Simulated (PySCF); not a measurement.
Al(F)(Br)(OH), SMILES [OH][Al]([F])[Br] (HAlBrFO), singlet at its PBE0/def2-SVP optimised geometry (Å):

```
5

Al    -0.2820    -0.1921     0.0000
F      1.3745    -0.1921     0.0000
Br    -1.3745    -2.1296     0.0036
O     -1.1512     1.2494     0.0000
H     -0.7716     2.1296    -0.0201
```

Computed with PBE0/def2-TZVP (PySCF).

Map of the electrostatic potential (hartree/e), clipped to [-0.08, 0.12] on the plane z = 1.0 Å:

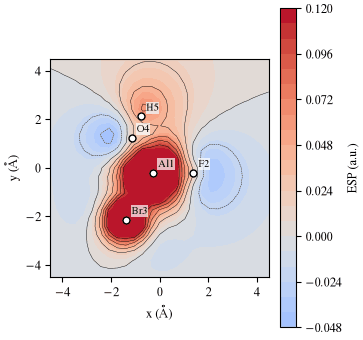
Figure. Electrostatic potential (hartree/e), clipped to [-0.08, 0.12] on the plane z = 1.0 Å.
